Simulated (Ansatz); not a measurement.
SiH4···GeH3 (doublet)

The calculation's input:

```
crystal:
  periodic: [false, false, false]
  atoms:
    - { symbol: H, position_ang: [-0.1527, -0.0465, 0.2245] }
    - { symbol: Ge, position_ang: [-0.4127, 1.5676, -0.9168] }
    - { symbol: Si, position_ang: [0.3301, -1.6358, 1.0834] }
    - { symbol: H, position_ang: [-0.7207, 1.0744, -2.3253] }
    - { symbol: H, position_ang: [-1.3192, 2.797, -0.7868] }
    - { symbol: H, position_ang: [0.9679, 2.1876, -1.0993] }
    - { symbol: H, position_ang: [1.456, -2.1811, 0.3378] }
    - { symbol: H, position_ang: [0.6919, -1.2618, 2.4439] }
    - { symbol: H, position_ang: [-0.8405, -2.5016, 1.0386] }
magnetization:
  spin_polarized: true
  initial_magnetization: 1
basis:
  gaussian: { orbitals: def2-SVP }
hamiltonian:
  xc: pbe
  dispersion: d4
relax:
  f_tol: 0.15
  max_steps: 25
  restrain:
    - { distance: [0, 2], at: 1.42, k: 30.0 }
    - { distance: [1, 0], at: 2.81, k: 30.0 }
output:
  orbitals: {}
```

Run with:

```sh
ansatz run input.yaml --threads 2 --pin off --max-ram 3072MiB --backend cpu --events-out ev --progress --plain --runs-dir out
```

The fields are those of the run's last geometry, not of the input's.

Not at a stationary point (largest force 1.1 eV/Å).

Method: UKS PBE-D4/def2-SVP in Ansatz 0.2.0.

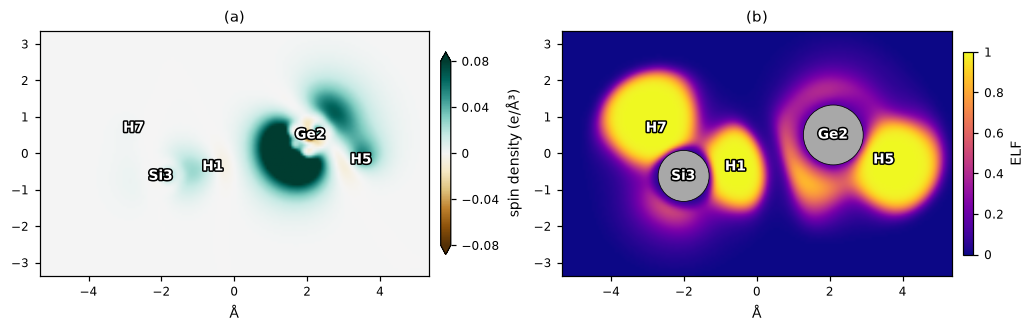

Figure 1. (a) spin density (α minus β); (b) ELF on the plane of atoms H1, Si3 and H7. Grey discs cover the atomic cores in the ELF map.

> Interpret the plot.

Atoms in the plane: H, Ge and Si.
Ge2···H1 (2.81 Å): the ELF dips to about 0.10 between them.
Si–H (1.46 Å): the ELF climbs to about 1 towards the hydrogen, as it does in any bond to H.
Ge–H (1.56 Å): the ELF climbs to about 1 towards the hydrogen.
The ELF also peaks beside Ge2, away from the bonds: non-bonding electrons, paired or unpaired.
The unpaired spin (1 electron) lies mostly on Ge2 (about 0.8), in electrons by Hirshfeld's partition.

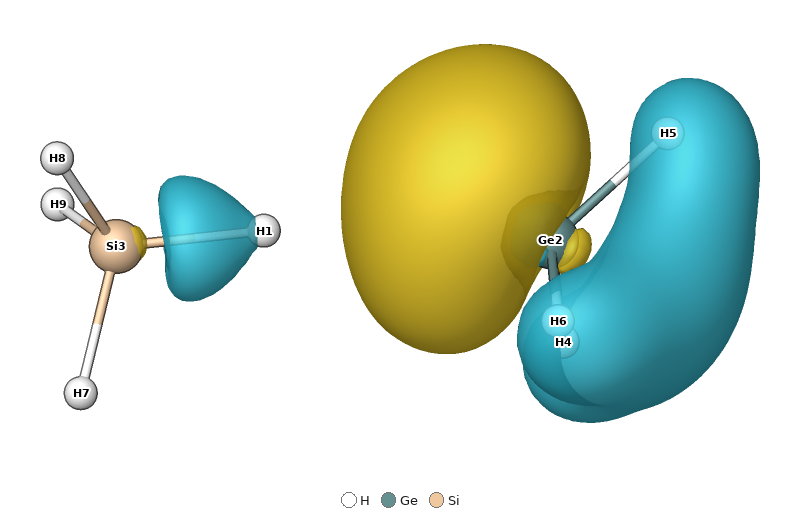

Figure 2. One frontier orbital at ±0.1 Å⁻³ᐟ² (yellow and cyan are the two phases), seen from one side.

> Which orbital is it: HOMO (β) or LUMO (β)?

The LUMO (β), at −3.73 eV. By Hirshfeld shares it lies mainly on Ge2 (about 75 %), H5 (about 5 %), H4 (about 5 %) and H6 (about 5 %).

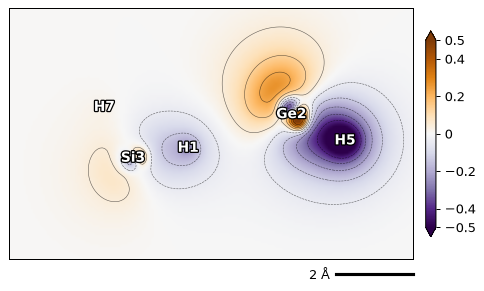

Figure 3. The HOMO (β) on the plane of atoms H1, Si3 and H7 (values in Å⁻³ᐟ²; the overall sign is arbitrary).

> Where does this orbital lie, and at what energy?

It lies mainly on Ge2 (about 40 %), H5 (about 30 %), H6 (about 10 %) and H4 (about 10 %). Its energy is −8.15 eV.
